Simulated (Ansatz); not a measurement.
## C₂H₃OSi (charge −1): geometry relaxation (part 1 of 2)

C₂H₃OSi, charge −1, computed with RKS B3LYP-D4/def2-SVP (Ansatz 0.2.0).

It belongs to a series of runs on one base structure; here: end point A relaxed. Figures and captions count atoms from 1; the log counts them from 0 in places.

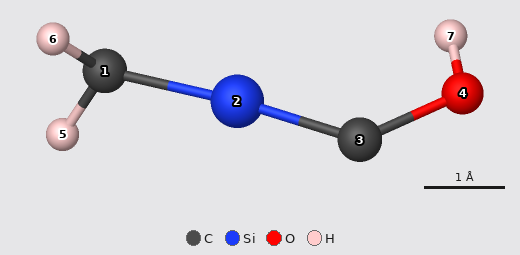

Figure 1. The input geometry (ball-and-stick view, seen on its broad side; atoms are numbered from 1 in the order of the input). Bond lengths as drawn: C–H 1.10 Å, C–O 1.48 Å, C–Si 1.73 to 1.79 Å and H–O 0.96 Å.

**Summary**

```tsv
quantity	value
outcome	converged
total energy	−12038.7491 eV
mean-field energy	−12038.4608 eV
largest force (length of the vector) at the end	0.015 eV/Å
hardware	1 thread of Arm Neoverse V1, 24 GiB of memory available, shared host
wall time	76 s
peak memory	0.16 GiB
```

**The input**
```yaml
crystal:
  periodic: [false, false, false]
  atoms:
    - { symbol: C, position_ang: [-1.17203, 1.31299, -0.56316] }
    - { symbol: Si, position_ang: [-0.16488, 0.03799, 0.18012] }
    - { symbol: C, position_ang: [0.71609, -1.17132, 1.04207] }
    - { symbol: O, position_ang: [1.87186, -1.92874, 0.51337] }
    - { symbol: H, position_ang: [-2.23203, 1.05268, -0.7256] }
    - { symbol: H, position_ang: [-1.11492, 2.30615, -0.08576] }
    - { symbol: H, position_ang: [2.09592, -1.60975, -0.36104] }
total_charge: -1
basis:
  gaussian: { orbitals: def2-SVP }
hamiltonian:
  xc: b3lyp
  dispersion: d4
relax:
  f_tol: 0.015
  max_steps: 40
output:
  orbitals: {}
```

Command:
```bash
ansatz run input.yaml --threads 1 --pin off --max-ram 2048MiB --backend cpu --events-out ev --progress --plain --runs-dir out
```

**Output**
```
The last accepted step is kept in [file] (removed where the run ends without a failure and the disk answers)
Engine: ansatz 0.2.0, aarch64-unknown-linux-gnu
Functional definition: B3LYP
  parameter a0 = 0.2
  parameter ax = 0.72
  parameter ac = 0.81
  exchange = (1 - a0 - ax)*slater_x + ax*b88_x + a0*exact_x
  correlation = (1 - ac)*vwn_rpa_c + ac*lyp_c
809 factors; integrals over basis functions are off by at most 3.8e-4 eV
mean field evaluation 1: about -12032.0661 eV, gradient 4.4e1 eV
mean field evaluation 2: about -12020.6688 eV, gradient 7.0e1 eV
mean field evaluation 4: about -12036.8068 eV, gradient 1.5e1 eV
mean field evaluation 8: about -12037.4581 eV, gradient 2.7e-1 eV
mean field evaluation 16: about -12037.4582 eV, gradient 2.1e-5 eV
mean field -12037.45821447 eV, -442.3684300996 hartree, gradient 2.1e-5 eV, S^2 0.000000; 0 other end points of the search recorded, 0 dependent functions left out
the calculation of the forces begins
reference -12037.45842388 eV, -442.3684377953 hartree; 19, 19 occupied and 56, 56 virtual orbitals, 809 factors
relax step   1: F+E_penalty+E_count = -12037.70197411 eV  Δ(F+E_penalty+E_count) = +0.000e0 eV  max|allowed force component| = 1.371e0 eV/Å  Δτ_max = 0.0000 Å  (28 SCF iters, accepted)
these checks for a lower state are left out or cut short: starts, cluster_reference, orbital_swaps, neighbouring_geometries, increment
809 factors; integrals over basis functions are off by at most 3.6e-4 eV
mean field -12037.62393078 eV, -442.3745200615 hartree, gradient 2.1e-5 eV, S^2 0.000000; 0 other end points of the search recorded, 0 dependent functions left out
[... from here on the field's lines of each further geometry are left out, up to the last ...]
relax step   2: F+E_penalty+E_count = -12037.86667146 eV  Δ(F+E_penalty+E_count) = -1.647e-1 eV  max|allowed force component| = 1.088e0 eV/Å  Δτ_max = 0.0980 Å  (31 SCF iters, accepted)
relax step   3: F+E_penalty+E_count = -12037.97705743 eV  Δ(F+E_penalty+E_count) = -1.104e-1 eV  max|allowed force component| = 1.072e0 eV/Å  Δτ_max = 0.1409 Å  (32 SCF iters, accepted)
relax step   4: F+E_penalty+E_count = -12038.02961632 eV  Δ(F+E_penalty+E_count) = -5.256e-2 eV  max|allowed force component| = 4.646e-1 eV/Å  Δτ_max = 0.1998 Å  (33 SCF iters, accepted)
relax step   5: F+E_penalty+E_count = -12038.04606115 eV  Δ(F+E_penalty+E_count) = -1.644e-2 eV  max|allowed force component| = 1.015e0 eV/Å  Δτ_max = 0.1653 Å  (31 SCF iters, accepted)
relax step   6: F+E_penalty+E_count = -12038.12094620 eV  Δ(F+E_penalty+E_count) = -7.489e-2 eV  max|allowed force component| = 3.416e-1 eV/Å  Δτ_max = 0.1399 Å  (35 SCF iters, accepted)
relax step   7: F+E_penalty+E_count = -12038.19015339 eV  Δ(F+E_penalty+E_count) = -6.921e-2 eV  max|allowed force component| = 6.120e-1 eV/Å  Δτ_max = 0.1919 Å  (33 SCF iters, accepted)
relax step   8: F+E_penalty+E_count = -12038.26662315 eV  Δ(F+E_penalty+E_count) = -7.647e-2 eV  max|allowed force component| = 8.522e-1 eV/Å  Δτ_max = 0.1948 Å  (34 SCF iters, accepted)
relax step   9: F+E_penalty+E_count = -12038.34770408 eV  Δ(F+E_penalty+E_count) = -8.108e-2 eV  max|allowed force component| = 8.207e-1 eV/Å  Δτ_max = 0.1954 Å  (35 SCF iters, accepted)
relax step  10: F+E_penalty+E_count = -12038.40199143 eV  Δ(F+E_penalty+E_count) = -5.429e-2 eV  max|allowed force component| = 9.943e-1 eV/Å  Δτ_max = 0.1941 Å  (35 SCF iters, accepted)
relax step  11: F+E_penalty+E_count = -12038.44413611 eV  Δ(F+E_penalty+E_count) = -4.214e-2 eV  max|allowed force component| = 4.649e-1 eV/Å  Δτ_max = 0.1289 Å  (34 SCF iters, accepted)
relax step  12: F+E_penalty+E_count = -12038.45204970 eV  Δ(F+E_penalty+E_count) = -7.914e-3 eV  max|allowed force component| = 1.326e0 eV/Å  Δτ_max = 0.1955 Å  (33 SCF iters, accepted)
relax step  13: F+E_penalty+E_count = -12038.50295692 eV  Δ(F+E_penalty+E_count) = -5.091e-2 eV  max|allowed force component| = 6.416e-1 eV/Å  Δτ_max = 0.0622 Å  (33 SCF iters, accepted)
relax step  14: F+E_penalty+E_count = -12038.52729890 eV  Δ(F+E_penalty+E_count) = -2.434e-2 eV  max|allowed force component| = 4.764e-1 eV/Å  Δτ_max = 0.1378 Å  (33 SCF iters, accepted)
relax step  15: F+E_penalty+E_count = -12038.55892526 eV  Δ(F+E_penalty+E_count) = -3.163e-2 eV  max|allowed force component| = 3.483e-1 eV/Å  Δτ_max = 0.1214 Å  (34 SCF iters, accepted)
relax step  16: F+E_penalty+E_count = -12038.57513745 eV  Δ(F+E_penalty+E_count) = -1.621e-2 eV  max|allowed force component| = 4.995e-1 eV/Å  Δτ_max = 0.1606 Å  (32 SCF iters, accepted)
relax step  17: F+E_penalty+E_count = -12038.58148338 eV  Δ(F+E_penalty+E_count) = -6.346e-3 eV  max|allowed force component| = 3.833e-1 eV/Å  Δτ_max = 0.0439 Å  (28 SCF iters, accepted)
relax step  18: F+E_penalty+E_count = -12038.59744996 eV  Δ(F+E_penalty+E_count) = -1.597e-2 eV  max|allowed force component| = 2.692e-1 eV/Å  Δτ_max = 0.0953 Å  (31 SCF iters, accepted)
relax step  19: F+E_penalty+E_count = -12038.64172339 eV  Δ(F+E_penalty+E_count) = -4.427e-2 eV  max|allowed force component| = 3.506e-1 eV/Å  Δτ_max = 0.1952 Å  (34 SCF iters, accepted)
relax step  20: F+E_penalty+E_count = -12038.68752965 eV  Δ(F+E_penalty+E_count) = -4.581e-2 eV  max|allowed force component| = 3.718e-1 eV/Å  Δτ_max = 0.1951 Å  (34 SCF iters, accepted)
relax step  21: F+E_penalty+E_count = -12038.71893850 eV  Δ(F+E_penalty+E_count) = -3.141e-2 eV  max|allowed force component| = 6.176e-1 eV/Å  Δτ_max = 0.1980 Å  (34 SCF iters, accepted)
relax step  22: F+E_penalty+E_count = -12038.73320597 eV  Δ(F+E_penalty+E_count) = -1.427e-2 eV  max|allowed force component| = 4.707e-1 eV/Å  Δτ_max = 0.1369 Å  (34 SCF iters, accepted)
relax step  23: F+E_penalty+E_count = -12038.73877335 eV  Δ(F+E_penalty+E_count) = -5.567e-3 eV  max|allowed force component| = 3.949e-1 eV/Å  Δτ_max = 0.0590 Å  (29 SCF iters, accepted)
relax step  24: F+E_penalty+E_count = -12038.74542819 eV  Δ(F+E_penalty+E_count) = -6.655e-3 eV  max|allowed force component| = 3.032e-1 eV/Å  Δτ_max = 0.0353 Å  (30 SCF iters, accepted)
relax step  25: F+E_penalty+E_count = -12038.74746781 eV  Δ(F+E_penalty+E_count) = -2.040e-3 eV  max|allowed force component| = 1.632e-1 eV/Å  Δτ_max = 0.0087 Å  (29 SCF iters, accepted)
relax step  26: F+E_penalty+E_count = -12038.74852826 eV  Δ(F+E_penalty+E_count) = -1.060e-3 eV  max|allowed force component| = 8.600e-2 eV/Å  Δτ_max = 0.0074 Å  (31 SCF iters, accepted)
relax step  27: F+E_penalty+E_count = -12038.74880131 eV  Δ(F+E_penalty+E_count) = -2.731e-4 eV  max|allowed force component| = 5.360e-2 eV/Å  Δτ_max = 0.0084 Å  (28 SCF iters, accepted)
relax step  28: F+E_penalty+E_count = -12038.74887865 eV  Δ(F+E_penalty+E_count) = -7.734e-5 eV  max|allowed force component| = 2.537e-2 eV/Å  Δτ_max = 0.0025 Å  (27 SCF iters, accepted)
the calculation of the forces begins
reference -12038.46079502 eV, -442.4052742553 hartree; 19, 19 occupied and 56, 56 virtual orbitals, 809 factors
relax step  29: F+E_penalty+E_count = -12038.74889041 eV  Δ(F+E_penalty+E_count) = -1.175e-5 eV  max|allowed force component| = 1.392e-2 eV/Å  Δτ_max = 0.0027 Å  (22 SCF iters, accepted)
```

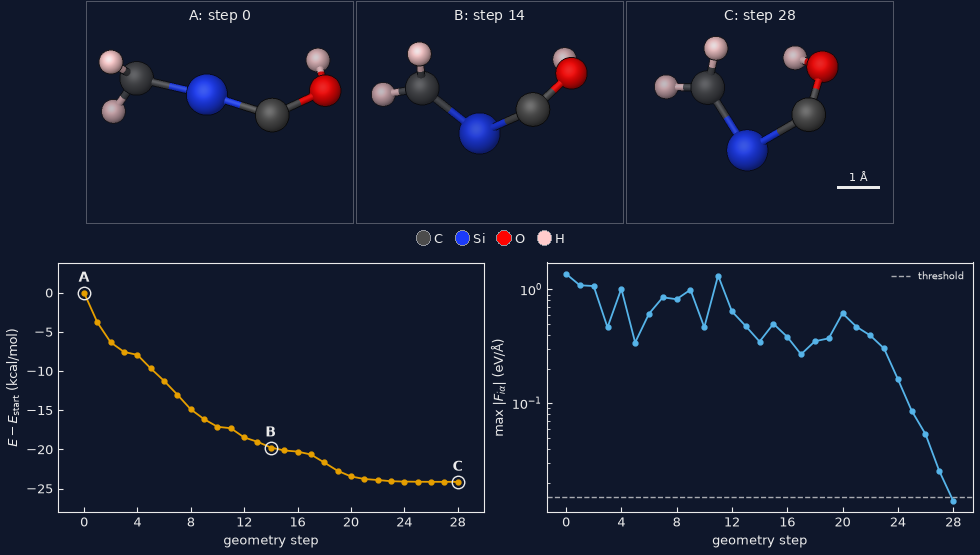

Figure 2. Frames of the relaxation (ball-and-stick view, seen on its broad side) above the curves, on which the letters mark them (the first geometry is step 0 here and step 1 in the log).

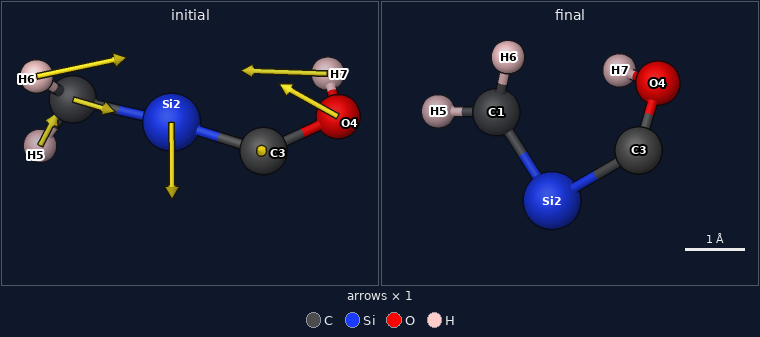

Figure 3. Before (left) and after (right) the relaxation, at one scale (ball-and-stick view, seen on its broad side). The yellow arrows give the displacements, at true length. The largest move after the best rigid fit is that of H6, 1.61 Å. By element the largest moves are H 1.61 Å, Si 1.36 Å, O 1.18 Å, C 0.78 Å. Among the contacts that change: Si2–C3 1.727 → 1.957 Å, C3–O4 1.480 → 1.324 Å, O4–H7 0.957 → 1.007 Å, C1–Si2 1.787 → 1.792 Å. Among the angles that change: C1–Si2–C3 174.3° → 94.0°, Si2–C3–O4 125.4° → 111.4°, Si2–C1–H6 115.7° → 126.0°. After 28 geometry steps the energy has fallen by 24.1 kcal/mol. The largest force component goes from 1.4 to 0.014 eV/Å. (Atoms are counted from 1 in the order of the input.)

```
809 factors; integrals over basis functions are off by at most 4.5e-4 eV
mean field -12038.46058774 eV, -442.4052666378 hartree, gradient 5.6e-5 eV, S^2 0.000000; 1 other end points of the search recorded, 0 dependent functions left out
the calculation of the forces begins
reference -12038.46079502 eV, -442.4052742553 hartree; 19, 19 occupied and 56, 56 virtual orbitals, 809 factors
Total energy: -12038.74909769 eV, -442.4158691828 hartree
Atom 0 at    -0.755391     0.699379    -0.356864 Å, force    -0.000282     0.013921     0.004306 eV/Å
Atom 1 at    -1.149364    -0.990222     0.092342 Å, force     0.003175    -0.001049     0.000435 eV/Å
Atom 2 at     0.510304    -1.255767     1.094780 Å, force    -0.001597    -0.001401     0.001423 eV/Å
Atom 3 at     1.554908    -0.784350     0.432238 Å, force     0.002600    -0.004961     0.009836 eV/Å
Atom 4 at    -1.453012     1.322510    -0.942713 Å, force     0.005607    -0.004944     0.000604 eV/Å
Atom 5 at     0.055742     1.313474     0.073955 Å, force    -0.005772    -0.008540    -0.003956 eV/Å
Atom 6 at     1.236824    -0.305023    -0.393739 Å, force    -0.003731     0.006975    -0.012646 eV/Å
Dipole moment:     0.358264     0.315429    -0.325901 e Å
```

**Trajectory as extended XYZ (Å, eV, eV/Å), 29 frames, from step=1 to step=29**
```
7
Properties=species:S:1:pos:R:3:forces:R:3 step=1 energy=-12037.70197
C    -1.1720    1.3130   -0.5632   -0.1762  -0.2604   0.8954
Si   -0.1649    0.0380    0.1801   -0.0788   0.1631  -0.2988
C     0.7161   -1.1713    1.0421    1.3713  -0.5672  -1.2452
O     1.8719   -1.9287    0.5134   -1.2644   0.4398   1.3296
H    -2.2320    1.0527   -0.7256    0.0447  -0.0958  -0.2626
H    -1.1149    2.3062   -0.0858    0.1975   0.1024  -0.1692
H     2.0959   -1.6098   -0.3610   -0.0941   0.2181  -0.2492
7
Properties=species:S:1:pos:R:3:forces:R:3 step=2 energy=-12037.86667
C    -1.2256    1.3246   -0.4819   -0.0882  -0.3053   0.6016
Si   -0.1525    0.0451    0.1417   -0.0197   0.1417  -0.3326
C     0.7509   -1.1602    0.9808    0.8480  -0.3709  -0.7314
O     1.8885   -1.9466    0.5546   -1.0879   0.6507   0.6222
H    -2.2647    1.0567   -0.7701    0.3608   0.0994   0.0361
H    -1.1216    2.3549   -0.0863   -0.0024  -0.2434  -0.1703
H     2.1249   -1.6744   -0.3388   -0.0107   0.0278  -0.0256
7
Properties=species:S:1:pos:R:3:forces:R:3 step=3 energy=-12037.97706
C    -1.2735    1.3118   -0.3912   -0.0216  -0.0622   0.3258
Si   -0.1176    0.0329    0.0057   -0.2341   0.2685  -0.2751
C     0.7587   -1.1588    0.8548   -1.0716   0.9607   0.3439
O     1.8494   -1.9201    0.6256    0.9450  -0.5495  -0.7193
H    -2.3006    1.0655   -0.7311    0.3929   0.1668   0.0672
H    -1.0847    2.3678   -0.0958   -0.1470  -0.4777  -0.1292
H     2.1684   -1.6990   -0.2679    0.1365  -0.3067   0.3868
7
Properties=species:S:1:pos:R:3:forces:R:3 step=4 energy=-12038.02962
C    -1.3078    1.3210   -0.3538    0.0929   0.2038   0.2893
Si   -0.0448    0.1192   -0.1413   -0.1856  -0.0041  -0.1082
C     0.8194   -0.9985    0.8034    0.0733  -0.4646  -0.0219
O     1.8062   -1.9646    0.6623    0.0763   0.4455  -0.3992
H    -2.2974    1.0521   -0.7508    0.1244   0.0128   0.0351
H    -1.1897    2.3589    0.0029   -0.0226  -0.1630  -0.2304
H     2.2141   -1.8882   -0.2227   -0.1587  -0.0304   0.4353
7
Properties=species:S:1:pos:R:3:forces:R:3 step=5 energy=-12038.04606
C    -1.3285    1.2998   -0.2766   -0.0878   1.0147   0.1587
Si   -0.1253    0.0516   -0.0927    0.1790  -0.3146  -0.1646
C     0.7370   -1.1112    0.8032    0.4732  -0.1655   0.0508
O     1.8333   -1.9585    0.6354   -0.1556   0.3998  -0.5330
H    -2.3103    1.0943   -0.7287    0.1354   0.0357  -0.0093
H    -1.0891    2.3898   -0.1246   -0.2046  -0.8683  -0.0777
H     2.2830   -1.7659   -0.2161   -0.3397  -0.1018   0.5751
7
Properties=species:S:1:pos:R:3:forces:R:3 step=6 energy=-12038.12095
C    -1.3549    1.2907   -0.2362    0.2527  -0.2030   0.1082
Si   -0.1881   -0.0375   -0.1804   -0.3416  -0.3281  -0.1351
C     0.7770   -1.0692    0.8047   -0.1484   0.2478   0.0236
O     1.8066   -1.9613    0.6271    0.1531   0.1591  -0.2855
H    -2.3351    1.1679   -0.7208    0.1616  -0.0495  -0.0103
H    -1.0142    2.3215   -0.1255   -0.0346   0.2871   0.0669
H     2.3086   -1.7121   -0.1691   -0.0428  -0.1135   0.2322
7
Properties=species:S:1:pos:R:3:forces:R:3 step=7 energy=-12038.19015
C    -1.3666    1.2773   -0.1933    0.4815  -0.6120  -0.0850
Si   -0.2959   -0.1654   -0.2744   -0.5307   0.0235   0.1857
C     0.7994   -1.0214    0.7999   -0.3819   0.1418  -0.1896
O     1.7965   -1.9385    0.6281    0.1391   0.3015  -0.0956
H    -2.3399    1.2367   -0.7153    0.2404  -0.0210   0.0508
H    -0.9327    2.2771   -0.1140   -0.0267   0.3036   0.0845
H     2.3393   -1.6657   -0.1309    0.0784  -0.1373   0.0491
7
Properties=species:S:1:pos:R:3:forces:R:3 step=8 energy=-12038.26662
C    -1.3457    1.2607   -0.2056    0.5811  -0.8522  -0.1255
Si   -0.4351   -0.3017   -0.2708   -0.4108   0.4441   0.2285
C     0.7798   -1.0217    0.8108   -0.2697  -0.0120  -0.1861
O     1.8321   -1.8688    0.6364   -0.1364   0.3834   0.1040
H    -2.3159    1.2995   -0.7281    0.1377  -0.0022   0.0397
H    -0.8473    2.2309   -0.0917   -0.0231   0.1326   0.0981
H     2.3322   -1.5990   -0.1510    0.1212  -0.0937  -0.1587
7
Properties=species:S:1:pos:R:3:forces:R:3 step=9 energy=-12038.34770
C    -1.2862    1.2143   -0.2745    0.5587  -0.4454   0.0274
Si   -0.5704   -0.4407   -0.2480   -0.3911   0.6738   0.0078
C     0.7405   -1.0010    0.8316    0.3860  -0.2984   0.1604
O     1.8836   -1.7276    0.6763   -0.4344   0.7139  -0.8207
H    -2.2752    1.3522   -0.7494    0.2485  -0.0131   0.0859
H    -0.7537    2.1561   -0.0084   -0.2688  -0.4011  -0.0837
H     2.2614   -1.5534   -0.2276   -0.0989  -0.2297   0.6229
```
